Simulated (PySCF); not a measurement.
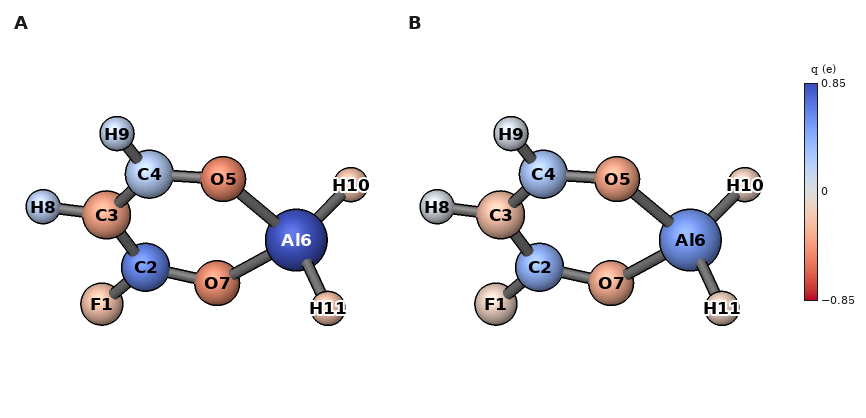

Atomic charges of one calculation by 2 schemes, on one colour scale. The geometry was computed by an optimisation with PBE0-D3(BJ)/def2-SVP. No frequency run is at hand to confirm it as a minimum. Method: PBE0/cc-pVDZ (PySCF 2.14.0).

Question: The schemes are IAO, Mulliken. Which panel shows which?

Answer: A IAO, B Mulliken.

List the charges (e), one line for each set of equivalent atoms. Atoms whose distances differ by more than 0.02 Å in this geometry are listed apart.

```json
{"atom": "F1", "IAO": "−0.23", "Mulliken": "−0.11"}
{"atom": "C2", "IAO": "0.61", "Mulliken": "0.40"}
{"atom": "C3", "IAO": "−0.38", "Mulliken": "−0.24"}
{"atom": "C4", "IAO": "0.22", "Mulliken": "0.28"}
{"atom": "O5", "IAO": "−0.48", "Mulliken": "−0.36"}
{"atom": "Al6", "IAO": "0.82", "Mulliken": "0.53"}
{"atom": "O7", "IAO": "−0.46", "Mulliken": "−0.33"}
{"atom": "H8", "IAO": "0.18", "Mulliken": "0.04"}
{"atom": "H9", "IAO": "0.16", "Mulliken": "0.06"}
{"atom": "H10", "IAO": "−0.22", "Mulliken": "−0.13"}
{"atom": "H11", "IAO": "−0.22", "Mulliken": "−0.13"}
```
